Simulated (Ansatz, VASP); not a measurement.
# SrScIr2 in two plane-wave programs

Wanted: the spread between two codes on one cell, functional and k mesh. The cell is generated by rule, not measured, and may not be a known phase. The cell comes out of the VASP series on this material, whose earlier steps may have relaxed, scaled or displaced it; both programs get it as it stands.

Method: plane waves, with VASP 6.6.1 beside it; single point at r2SCAN and band structure at r2SCAN, spin-orbit coupling, in Ansatz 0.2.0.

## 1. Set-up

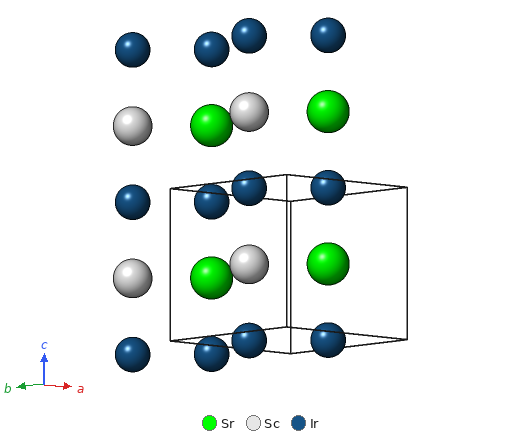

Start, viewed from a free direction; strontium green, scandium white, iridium blue. 1×2×2 cells are drawn. Some periodic images of atoms are drawn too.

As a file:

```cif
data_structure
_symmetry_space_group_name_H-M 'P 1'
_symmetry_Int_Tables_number 1
_cell_length_a 4.6319
_cell_length_b 4.6319
_cell_length_c 5.2559
_cell_angle_alpha 90.000
_cell_angle_beta 90.000
_cell_angle_gamma 120.000
_cell_volume 97.66
loop_
_atom_site_label
_atom_site_type_symbol
_atom_site_fract_x
_atom_site_fract_y
_atom_site_fract_z
_atom_site_occupancy
Sr1 Sr 0.66667 0.33333 0.50000 1
Sc2 Sc 0.33333 0.66667 0.50000 1
Ir3 Ir 0.33333 0.66667 0.00000 1
Ir4 Ir 0.66667 0.33333 0.00000 1
```

## 2. VASP: single point, r2SCAN

With cell and atoms fixed, the geometry can't cause a difference; cores, projectors, grids and the points listed under the comparison can.

Lines of VASP's logs that name or quote its potential files are left out, and so is its time.

INCAR

```
SYSTEM = SrScIr2
PREC = Accurate
ENCUT = 400
EDIFF = 1E-06
NELM = 100
ISMEAR = 0
SIGMA = 0.05
LREAL = .FALSE.
ALGO = Normal
METAGGA = R2SCAN
LASPH = .TRUE.
NBANDS = 25
LORBIT = 11
LWAVE = .FALSE.
LCHARG = .TRUE.
ISIF = 2
LELF = .TRUE.
LVHAR = .TRUE.
```

POSCAR

```
SrScIr2
1.0
    4.6319270953     -0.0000000003      0.0000000000
   -2.3159635533      4.0113665349      0.0000000000
    0.0000000000      0.0000000000      5.2559482474
Sr Sc Ir
1 1 2
Direct
    0.6666666700      0.3333333300      0.5000000000
    0.3333333300      0.6666666700      0.5000000000
    0.3333333300      0.6666666700      0.0000000000
    0.6666666700      0.3333333300      0.0000000000
```

KPOINTS

```
Automatic mesh
0
Gamma
6 6 4
0 0 0
```

Potentials, in the order of the species: Sr_sv, Sc_sv and Ir (PBE family, release 64).

Launch:

```
$ mpirun -np 2 vasp_std
```

Numbers of over 12 decimals in the logs are rounded to 6 here.

Log:

```text
[banner, memory and clock lines left out]
running    2 mpi-ranks, on    1 nodes
 distrk:  each k-point on    2 cores,    1 groups
 distr:  one band on    1 cores,    2 groups

 POSCAR found type information on POSCAR SrScIr
 POSCAR found :  3 types and       4 ions
|                                                                             |
|               ----> ADVICE to this user running VASP <----                  |
|                                                                             |
|     You enforced a specific xc type in the INCAR file but a different       |
|     [... a line on the potential file left out ...]
|     I HOPE YOU KNOW WHAT YOU ARE DOING!                                     |
|                                                                             |

 LDA part: xc-table for (None), standard interpolation
|                                                                             |
|           W    W    AA    RRRRR   N    N  II  N    N   GGGG   !!!           |
|           W    W   A  A   R    R  NN   N  II  NN   N  G    G  !!!           |
|           W    W  A    A  R    R  N N  N  II  N N  N  G       !!!           |
|           W WW W  AAAAAA  RRRRR   N  N N  II  N  N N  G  GGG   !            |
|           WW  WW  A    A  R   R   N   NN  II  N   NN  G    G                |
|           W    W  A    A  R    R  N    N  II  N    N   GGGG   !!!           |
|                                                                             |
|     The number of bands has been changed from the values supplied in        |
|     The orbitals not found in the WAVECAR file will be initialized with     |
|     random numbers, which is usually adequate. For correlated               |
|     calculations, however, you should redo the groundstate calculation.     |
|     I found NBANDS = 25. Now, NBANDS = 26.                                  |
|                                                                             |

 POSCAR, INCAR and KPOINTS ok, starting setup
 FFT: planning ... GRIDC
 FFT: planning ... GRID_SOFT
 FFT: planning ... GRID
 WAVECAR not read
 entering main loop
       N       E                     dE             d eps       ncg     rms          rms(c)
DAV:   1     0.315338949110E+03    0.31534E+03   -0.16080E+04  1092   0.122E+03
DAV:   2    -0.933763271551E+02   -0.40872E+03   -0.40094E+03  1108   0.463E+02
DAV:   3    -0.135684387606E+03   -0.42308E+02   -0.40848E+02  1876   0.134E+02
DAV:   4    -0.139452845540E+03   -0.37685E+01   -0.36710E+01  1920   0.359E+01
DAV:   5    -0.139621859207E+03   -0.16901E+00   -0.16825E+00  1720   0.576E+00    0.353E+01
DAV:   6    -0.126963784869E+03    0.12658E+02   -0.22696E+01  1814   0.361E+01    0.130E+01
DAV:   7    -0.129121706055E+03   -0.21579E+01   -0.41031E+01  1912   0.261E+01    0.213E+01
DAV:   8    -0.126196546504E+03    0.29252E+01   -0.43482E+01  1784   0.304E+01    0.796E+00
DAV:   9    -0.126323850346E+03   -0.12730E+00   -0.22749E+00  1722   0.114E+01    0.515E+00
DAV:  10    -0.126220647047E+03    0.10320E+00   -0.52253E-01  1680   0.676E+00    0.235E+00
DAV:  11    -0.126200384423E+03    0.20263E-01   -0.19727E-01  1696   0.349E+00    0.620E-01
DAV:  12    -0.126202387474E+03   -0.20031E-02   -0.15457E-02  1768   0.114E+00    0.299E-01
DAV:  13    -0.126201840507E+03    0.54697E-03   -0.48128E-03  1760   0.533E-01    0.932E-02
DAV:  14    -0.126201862828E+03   -0.22322E-04   -0.28166E-04  1572   0.131E-01    0.592E-02
DAV:  15    -0.126201871231E+03   -0.84027E-05   -0.60691E-05  2024   0.664E-02    0.197E-02
DAV:  16    -0.126201874722E+03   -0.34909E-05   -0.14276E-05  1586   0.293E-02    0.646E-03
DAV:  17    -0.126201875653E+03   -0.93113E-06   -0.12772E-06   784   0.100E-02
   1 F= -.12620188E+03 E0= -.12619839E+03  d E =-.696641E-02
```

OUTCAR, selected parts (step 2):

```text
ion  position               nearest neighbor table
   1  0.667  0.333  0.500-   4 2.63   4 2.63   2 2.67   2 2.67   2 2.67   3 3.75   3 3.75   3 3.75
                             3 3.75   3 3.75   3 3.75
   2  0.333  0.667  0.500-   3 2.63   3 2.63   1 2.67   1 2.67   1 2.67
   3  0.333  0.667  0.000-   2 2.63   2 2.63   4 2.67   4 2.67   4 2.67   1 3.75   1 3.75   1 3.75
                             1 3.75   1 3.75   1 3.75
   4  0.667  0.333  0.000-   1 2.63   1 2.63   3 2.67   3 2.67   3 2.67

  LATTYP: Found a hexagonal cell.
 ALAT       =     4.6319270953
 C/A-ratio  =     1.1347217129

 Subroutine GETGRP returns: Found 12 space group operations
 (whereof 12 operations were pure point group operations)

The static configuration has the point symmetry D_3h.

 Found     21 irreducible k-points:

   k-points           NKPTS =     21   k-points in BZ     NKDIM =     21   number of bands    NBANDS=     26

   dimension x,y,z NGX =    30 NGY =   30 NGZ =   36
   dimension x,y,z NGXF=    60 NGYF=   60 NGZF=   72

   ENCUT  =  400.0 eV  29.40 Ry    5.42 a.u.   7.55  7.55  8.57*2*pi/ulx,y,z

   NELECT =      39.0000    total number of electrons

 k-points in reciprocal lattice and weights: Automatic mesh
   0.00000000  0.00000000  0.00000000       0.007
   0.16666667 -0.00000000  0.00000000       0.042
   0.33333333  0.00000000  0.00000000       0.042
   0.50000000  0.00000000  0.00000000       0.021
   0.16666667  0.16666667  0.00000000       0.042
   0.33333333  0.16666667  0.00000000       0.083
   0.33333333  0.33333333  0.00000000       0.014
   0.00000000  0.00000000  0.25000000       0.014
   0.16666667 -0.00000000  0.25000000       0.083
[...]
0.33333333  0.16666667  0.50000000       0.083
   0.33333333  0.33333333  0.50000000       0.014

 average (electrostatic) potential at core
       1 -41.7464       2 -51.8638       3 -58.9585       4 -58.6562

 E-fermi :   3.8221

 k-point     1 :       0.0000    0.0000    0.0000
  band No.  band energies     occupation
    ...
     16       1.8915      2.00000
     17       1.8915      2.00000
     18       2.8175      2.00000
     19       2.8175      2.00000
     20       2.9743      2.00000
     21       5.3324      0.00000
     22       5.3324      0.00000
     23       5.4397      0.00000
     24       6.2861      0.00000
     25       6.2861      0.00000
    ...

 k-point     2 :       0.1667   -0.0000    0.0000
  band No.  band energies     occupation
    ...
     16       2.2103      2.00000
     17       2.4789      2.00000
     18       2.5567      2.00000
     19       2.9674      2.00000
     20       3.4356      2.00000
     21       4.7398      0.00000
     22       5.0560      0.00000
     23       6.0603      0.00000
     24       6.2488      0.00000
     25       6.3044      0.00000
    ...

 k-point     3 :       0.3333    0.0000    0.0000
  band No.  band energies     occupation
    ...
     15       1.1996      2.00000
     16       2.0879      2.00000
     17       2.3052      2.00000
     18       3.2371      2.00000
     19       3.5286      2.00000
     20       4.0146      0.00000
     21       4.5088      0.00000
     22       4.6744      0.00000
     23       5.9262      0.00000
     24       6.1775      0.00000
    ...

  Total        0.0043551      0.0043551      0.0083529     -0.0000000      0.0000000      0.0000000
  in kB        0.0714509      0.0714509      0.1370392     -0.0000000      0.0000000      0.0000000
  external PRESSURE =       0.0933137 kB  Pullay stress =       0.0000000 kB

  energy-cutoff  :      400.00
  volume of cell :       97.66
      direct lattice vectors                 reciprocal lattice vectors
     4.631927095 -0.000000000  0.000000000     0.215892863  0.124645803  0.000000000
    -2.315963553  4.011366535  0.000000000     0.000000000  0.249291605  0.000000000
     0.000000000  0.000000000  5.255948247     0.000000000  0.000000000  0.190260625

 POSITION                                       TOTAL-FORCE (eV/Angst)
 -----------------------------------------------------------------------------------
      2.31596      1.33712      2.62797         0.000000     -0.000000      0.000000
     -0.00000      2.67424      2.62797        -0.000000     -0.000000      0.000000
     -0.00000      2.67424      0.00000         0.000000      0.000000      0.000000
      2.31596      1.33712      0.00000        -0.000000      0.000000      0.000000
 -----------------------------------------------------------------------------------
    total drift:                                0.000011     -0.000006     -0.000000

  FREE ENERGIE OF THE ION-ELECTRON SYSTEM (eV)
  ---------------------------------------------------
  free  energy   TOTEN  =      -126.2018756531 eV

  energy  without entropy=     -126.1949092462  energy(sigma->0) =     -126.19839245

 total charge
# of ion       s       p       d       tot
------------------------------------------
    1        2.051   5.856   0.582   8.489
    2        2.212   6.086   1.320   9.618
    3        0.730   0.409   6.973   8.112
    4        0.733   0.364   7.071   8.168
--------------------------------------------------
tot          5.727  12.715  15.946  34.388

[... 3 further parts left out ...]
```

The run ends at a pressure of 0.01 GPa.

## 3. Ansatz: single point, r2SCAN

Ansatz runs on its default PAW (the set named soft_2) files.

The same cell, functional, mesh and smearing now go to Ansatz, which takes its cutoff from its data sets.

input.yaml

```yaml
crystal:
  lattice:
    - [4.6319270953, -3.0e-10, 0.0]
    - [-2.3159635533, 4.0113665349, 0.0]
    - [0.0, 0.0, 5.2559482474]
  atoms:
    - { symbol: Sr, position: [0.66666667, 0.33333333, 0.5] }
    - { symbol: Sc, position: [0.33333333, 0.66666667, 0.5] }
    - { symbol: Ir, position: [0.33333333, 0.66666667, 0.0] }
    - { symbol: Ir, position: [0.66666667, 0.33333333, 0.0] }
hamiltonian:
  xc: r2scan
  pseudopotentials: { kind: paw }
kpoints:
  mp_grid: { grid: [6, 6, 4] }
scf:
  occupations: { method: gaussian, width: 0.05 }
  n_extra_bands: 5
output:
  forces: true
  stress: true
  eigenvalues: true
```

Launch:

```
$ ansatz run input.yaml --threads 2 --pin off --max-ram 4608MiB --backend cpu --events-out ev --progress --plain --runs-dir out
```

Log:

```text
Warning: the atoms were moved onto the symmetric positions of the space group found under crystal.symmetry.tolerance 1.0e-5 (fractional; no operation is sought that the atoms, as they stand in a round, miss by more than twice it, and no atom is moved by as much as it), and the run uses the moved positions. Before a round's move an operation carried an atom to 4.63e-8 Å from where it should land, the largest such dist [...]
scf.n_extra_bands = 5 over 28 filled bands (N_el = 55.0): the run solves 33 bands
Engine: ansatz 0.2.0, aarch64-unknown-linux-gnu
Pseudopotentials: kind: paw
Pseudopotential: Sr, paw, valence charge 10, recommended cutoff 500 eV (meta_gga), Sr.paw.azcp
Pseudopotential: Sc, paw, valence charge 11, recommended cutoff 500 eV (meta_gga), Sc.paw.azcp
Pseudopotential: Ir, paw, valence charge 17, recommended cutoff 500 eV (meta_gga), Ir.paw.azcp
Functional definition: r2SCAN
  parameter k0 = 0.174
  parameter k1 = 0.065
  parameter a1 = 4.9479
  exchange = r2scan_x(k0 = k0, k1 = k1, a1 = a1)
  correlation = r2scan_c
Crystal: 4 atoms, lattice volume = 97.657 Å³
Basis set: ecut = 500 eV, 2485 PW (Γ), exchange–correlation on 144×144×160 points (64 copies of the dense FFT grid, shifted against one another)
Bands: 33, of which v1, the nominal top of the filled ones, is band 28 counted from 1 (27 counted from 0)
Symmetry: 12 space group operations
Space group: P-6m2 (ITA 187), of the structure as read, at distance tolerance 4.6e-5 Å
k-points: 21 of 144 (time reversal used)
Non-local potential: Sr, projectors of the file, l = 0: 3, l = 1: 2, l = 2: 2
Non-local potential: Sc, projectors of the file, l = 0: 3, l = 1: 2, l = 2: 3, l = 3: 1
Non-local potential: Ir, projectors of the file, l = 0: 3, l = 1: 2, l = 2: 2, l = 3: 1
PAW form: soft (Blöchl's): semilocal exchange-correlation on the pseudo side does not see the compensation charge
PAW frozen core: Sr, regenerated for the run's functional (the file was generated under x = pbe(κ = 0.804, μ = 0.219515), c = pbe(β = 0.066725))
PAW frozen core: Sc, regenerated for the run's functional (the file was generated under x = pbe(κ = 0.804, μ = 0.219515), c = pbe(β = 0.066725))
PAW frozen core: Ir, regenerated for the run's functional (the file was generated under x = pbe(κ = 0.804, μ = 0.219515), c = pbe(β = 0.066725))
PAW one-centre angular grid: Sr, 302 points (default); XC on 160 Gauss nodes
PAW one-centre angular grid: Sc, 590 points (default); XC on 160 Gauss nodes
PAW one-centre angular grid: Ir, 590 points (default); XC on 160 Gauss nodes
Initial density: superposition of atomic densities (neutral atoms: chi_scale 0, normalization atom), corrected by the library's trained network
Initial wavefunctions: pseudopotential atomic-orbital guess
Functional: x = r2scan, c = r2scan; τ floored in thin density (d = 2e-4 eV/Å³)
SCF iter   1: F=—  HF=-29588.284554 eV  |F-HF|=—  |Δ(HF+E_count)|=         —  Δρ=3.70e-2  dr2=4.08e0  dr2_τ=2.76e-1  ethr=1.77e-3  ⟨swp⟩=7.5  Hψ=3231  notcnv=0
preconditioner: auto → LDOS  [insulator: Δε(μ)=0.091 eV  Ē_g=7.126 eV  σ=0.050 eV  W_gap=0.69  n_scr=22 (ndim 8)  ℏωp=20.2 eV  f_vac=0.031  D(μ)=1.84/eV (n_scr^D=8)  ε∞_Penn≈9.1  β→1.0]
SCF iter   2: F=—  HF=-29589.085923 eV  |F-HF|=—  |Δ(HF+E_count)|=   8.01e-1  Δρ=8.17e-2  dr2=1.81e1  dr2_τ=1.38e0  ethr=1.77e-3  ⟨swp⟩=3.8  Hψ=1540  notcnv=0  defer=17  recentre
SCF iter   3: F=—  HF=-29588.175552 eV  |F-HF|=—  |Δ(HF+E_count)|=   9.10e-1  Δρ=1.32e-2  dr2=4.94e-1  dr2_τ=1.06e-2  ethr=1.77e-3  ⟨swp⟩=3.0  Hψ=1346  notcnv=0  defer=20
SCF iter   4: F=—  HF=-29588.136426 eV  |F-HF|=—  |Δ(HF+E_count)|=   3.91e-2  Δρ=1.84e-3  dr2=4.33e-3  dr2_τ=5.73e-4  ethr=8.98e-4  ⟨swp⟩=2.2  Hψ=899  notcnv=0  defer=18
SCF iter   5: F=—  HF=-29588.137354 eV  |F-HF|=—  |Δ(HF+E_count)|=   9.29e-4  Δρ=5.53e-4  dr2=2.83e-4  dr2_τ=5.20e-5  ethr=7.87e-6  ⟨swp⟩=2.0  Hψ=865  notcnv=0  defer=20
SCF iter   6: F=—  HF=-29588.137560 eV  |F-HF|=—  |Δ(HF+E_count)|=   2.05e-4  Δρ=2.03e-4  dr2=5.33e-5  dr2_τ=7.69e-6  ethr=5.14e-7  ⟨swp⟩=2.0  Hψ=988  notcnv=0  defer=20
SCF iter   7: F=—  HF=-29588.137590 eV  |F-HF|=—  |Δ(HF+E_count)|=   3.06e-5  Δρ=4.22e-5  dr2=2.67e-6  dr2_τ=7.49e-7  ethr=9.70e-8  ⟨swp⟩=2.0  Hψ=910  notcnv=0  defer=20
SCF iter   8: F=—  HF=-29588.137592 eV  |F-HF|=—  |Δ(HF+E_count)|=   1.56e-6  Δρ=1.83e-5  dr2=5.53e-7  dr2_τ=4.10e-8  ethr=4.85e-9  ⟨swp⟩=2.0  Hψ=982  notcnv=0  defer=20
SCF iter   9: F=—  HF=-29588.137592 eV  |F-HF|=—  |Δ(HF+E_count)|=   9.07e-8  Δρ=9.31e-6  dr2=1.94e-7  dr2_τ=6.20e-9  ethr=1.01e-9  ⟨swp⟩=2.0  Hψ=910  notcnv=0  defer=20
SCF iter  10: F=-29588.137592 eV  HF=-29588.137592 eV  |F-HF|=6.57e-9  |Δ(HF+E_count)|=   8.69e-9  Δρ=2.12e-6  dr2=8.39e-9  dr2_τ=1.65e-10  ethr=1.82e-10  ⟨swp⟩=9.0  Hψ=2605  notcnv=0
SCF 1 converged in 10 iterations: F = -29588.137592 eV  dr2 = 8.39e-9
  greatest PAW one-centre occupation: 1.003 electrons in one spin orbital (limit 2), on the Ir atom at site 3 (counted from 0), in its partial waves of l = 1
SCF converged after 10 iterations
Free energy (F): -29588.137592 eV
Harris-Foulkes:  -29588.137592 eV  (|F-HF|=6.57e-9)
Internal energy: -29588.130719 eV  (E = F + TS)
E sigma→0 (E₀):  -29588.134156 eV
Entropy (-TS):   -0.006873 eV (-1.718 meV/atom)
Fermi energy:    11.666655 eV
--- Per-component energies (eV) ---
  E_band       = -849.715095
  E_kinetic    = 1757.854649
  E_local      = -5905.429066  (includes V_loc(G=0)·N_el)
  E_nonlocal   = 438.557346
  E_hartree    = 2214.460228
  E_xc         = -772.170777
  E_vxc        = -983.749502  (∫ρ·V_xc dr)
  E_paw        = -22181.704823  (= ΣΔE_a)
  E_vpaw       = -646.664609  (= ΣTr[D̂ρ^β])
  E_aug_tail   = -0.000024  (compensation charges beyond the density's cutoff)
  E_vtau       = 60.796112  (kinetic-family band-sum trace: ∫τ·v_τ [+ j·A + Jᵃ·Aᵃ] dr)
  E_ewald      = -5138.679935
  E_core_change = -1.018315  (= ΣΔE_core)
  E_smearing   = -0.006873  (= −TS)
  E_closure    = 0.000000  (closes the sum)
  Σ components = -29588.137592   (vs F -29588.137592, Δ=0.00e0)
--- Forces (eV/Å), atoms counted from 1 ---
  atom   1  Sr    -0.00000000     0.00000000     0.00000000
  atom   2  Sc    -0.00000000     0.00000000     0.00000000
  atom   3  Ir    -0.00000000     0.00000000    -0.00000000
  atom   4  Ir     0.00000000    -0.00000000    -0.00000000
  max |Σ_I F_I| component: 9.48e-17 eV/Å
--- Stress (GPa, compression-positive) ---
       -0.369044       0.000000      -0.000000
       -0.000000      -0.369044       0.000000
       -0.000000       0.000000      -1.277877
  P = ⅓ Tr σ = -0.6720 GPa (-6.720 kbar)
--- Band table (eV; the first three rows and the last of 21) ---
  k-point 0: bands = [... 24 lower, 9.7409, 10.6486, 10.6486, 10.8195, 13.1740, 13.1740, 13.2713, 14.1143, ... 1 higher]
  k-point 1: bands = [... 24 lower, 10.1331, 10.3087, 10.7793, 10.7793, 12.8227, 13.1116, 13.1116, 13.2705, ... 1 higher]
  k-point 2: bands = [... 24 lower, 9.7736, 10.9169, 10.9169, 11.4193, 12.0753, 12.4972, 12.4972, 13.1861, ... 1 higher]
  k-point 20: bands = [... 24 lower, 10.6576, 11.1666, 11.5007, 11.6673, 11.6932, 12.6658, 12.9210, 13.1415, ... 1 higher]
```

It took 16 s on 2 threads of Arm Neoverse N1, shared host; peak memory 0.57 GiB.

The run ends at a pressure of -0.67 GPa.

## 4. Differences

Known differences besides the PAW data sets themselves: VASP keeps PBE cores, Ansatz makes them for the functional; the data sets hold 55 valence electrons in Ansatz (default PAW (the set named soft_2) files) and 39 in VASP; the cutoff is 500 eV in Ansatz and 400 eV in VASP. Total energies have different zeros and are not compared.

The two programs side by side:

```csv
quantity,Ansatz,VASP,difference
pressure (GPa),-0.67,0.01,-0.68
```

Ansatz's pressure holds a Pulay correction of 0.06 GPa; VASP's holds none.

[end of part 1 of 2]

[Lines on the potential files, build, host, timing and source positions are cut from VASP's logs without a mark.]

[Logs are printed without paths, hosts, clocks, repeated set-up lines and the standing remarks that a program may print on its own settings, such as how far it seeks lower states.]

[Hosts, paths, dates, database ids (printed as entryN), source tags and the programs' standing remarks are cut or masked in the printed files.]
